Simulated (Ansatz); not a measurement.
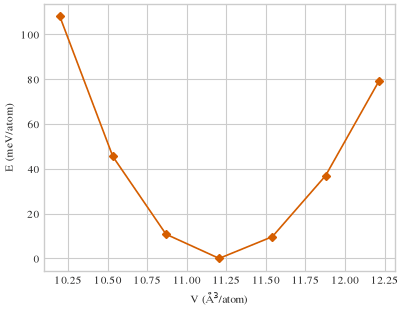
Figure. TaC (rock salt, space group No. 225) under volume change, DFT-PBE in the program Ansatz with PAW potentials, scaled uniformly.

Problem. What does a third-order Birch–Murnaghan fit give for V₀, B₀ and B′?

Solution. V₀ = 11.21 Å³/atom, B₀ = 324 GPa, B′ = 4.2.

Space group Fm-3m (rock salt). Symmetry was held in the PBE relaxation. No spin polarisation was allowed. Spin–orbit coupling is left out wherever it is not named.

Potentials: the earlier of the program's two PAW sets.
